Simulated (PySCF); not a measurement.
Energy landscape of H₃Ga, singlet: map of symmetric stretch and umbrella angle. Scanned: Ga-H bond length and angle between the Ga-H bonds and the threefold axis (90 = planar).

Calculation: PBE0/cc-pVDZ in PySCF.

Energy in kcal/mol above the lowest grid point; x is the Ga-H bond length (Å), y the angle between the Ga-H bonds and the threefold axis (90 = planar) (°).

| y \ x | 1.38 | 1.45 | 1.53 | 1.60 | 1.67 | 1.74 | 1.82 | 1.89 | 1.96 |
|---|---|---|---|---|---|---|---|---|---|
| 130 | 114.2 | 95.7 | 84.2 | 80.3 | 80.7 | 84.2 | 90.9 | 98.5 | 107.1 |
| 126 | 96.4 | 78.4 | 67.4 | 64.0 | 65.0 | 69.1 | 76.6 | 84.8 | 94.0 |
| 122 | 80.7 | 63.2 | 52.8 | 49.9 | 51.4 | 56.1 | 64.3 | 73.1 | 82.9 |
| 118 | 67.1 | 50.0 | 40.2 | 37.9 | 39.9 | 45.1 | 53.8 | 63.2 | 73.5 |
| 114 | 55.4 | 38.8 | 29.5 | 27.6 | 30.1 | 35.7 | 45.0 | 54.8 | 65.6 |
| 110 | 45.6 | 29.4 | 20.5 | 19.0 | 21.9 | 28.0 | 37.7 | 47.9 | 59.1 |
| 106 | 37.6 | 21.7 | 13.3 | 12.1 | 15.3 | 21.7 | 31.8 | 42.4 | 53.9 |
| 102 | 31.4 | 15.8 | 7.7 | 6.8 | 10.3 | 16.9 | 27.3 | 38.1 | 49.9 |
| 98 | 27.0 | 11.6 | 3.7 | 3.0 | 6.7 | 13.5 | 24.1 | 35.1 | 47.1 |
| 94 | 24.3 | 9.1 | 1.3 | 0.8 | 4.5 | 11.5 | 22.2 | 33.3 | 45.4 |
| 90 | 23.5 | 8.3 | 0.5 | 0.0 | 3.8 | 10.8 | 21.6 | 32.7 | 44.8 |

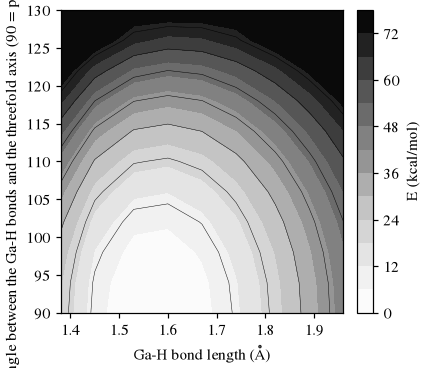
Figure: Energy surface, cut off at 77 kcal/mol.

Points that lie below all their neighbours on the grid: x = 1.60, y = 90 on the edge of the grid (0.0 kcal/mol).
